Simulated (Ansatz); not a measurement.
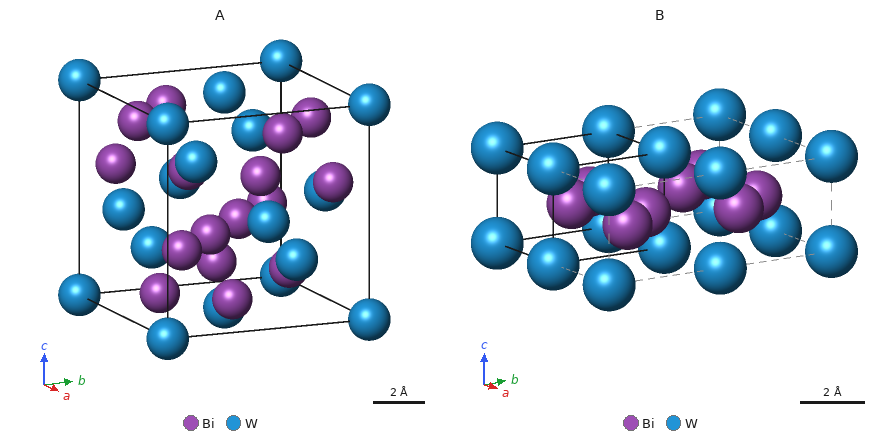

Two structures of Bi2W, each relaxed to rest (conventional cells in solid outline, small ones repeated, not to one scale). Method: DFT PBE, scalar-relativistic, plane waves, PAW (Ansatz), without spin polarisation.

> What structure does each panel show?

A: cubic Laves phase (C15, MgCu₂ type), Fd-3m. B: AlB₂ type, P6/mmm.

> Which structure is more stable?

B is lower, by 613 meV/atom at this level of theory (energies at zero smearing). Volumes: A 27.1, B 25.3 Å³/atom.

One or both may be structure types tried for this composition rather than known phases.
